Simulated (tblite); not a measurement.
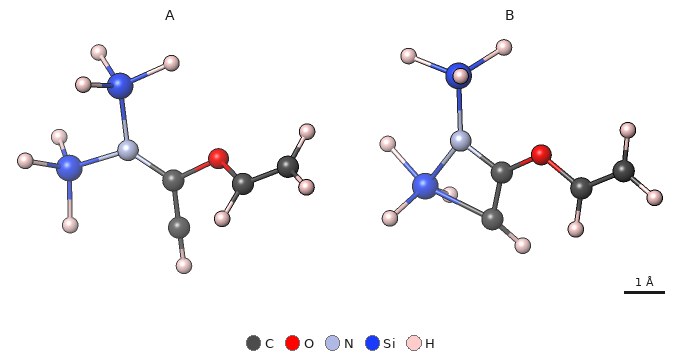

Two geometries of C4H10NOSi2 (multiplicity 2), drawn at one scale. One is the start of a relaxation, the other its converged end. Style: ball-and-stick. Shown at a tilt.

Theory: GFN2-xTB geometry optimisation, gas phase (tblite). 

> Which one is relaxed?

Structure B is the relaxed one. The atom that moves furthest after the best rigid fit is an H atom (1.96 Å). Largest moves by element: H 1.96 Å, C 0.72 Å, O 0.66 Å, Si 0.64 Å, N 0.39 Å. Near-neighbour distances that change, for instance: C–Si 3.183 → 2.014 Å, Si–Si 2.722 → 3.356 Å, C–Si 2.791 → 2.379 Å, N–Si 1.699 → 1.841 Å. New bonds form: C–Si (3.18 → 2.01 Å). Among the angles between lasting bonds that change: C–C–H 179.1° → 124.5°, Si–N–Si 105.6° → 140.0°, C–N–Si 128.9° → 95.9°. Groups turn about N–Si by about 55°, C–O by about 50°. The energy falls by 23.9 kcal/mol in 199 geometry steps. The run took 3.3 s on 1 thread of Intel(R) Xeon(R) Processor @ 2.70GHz, on a shared host.
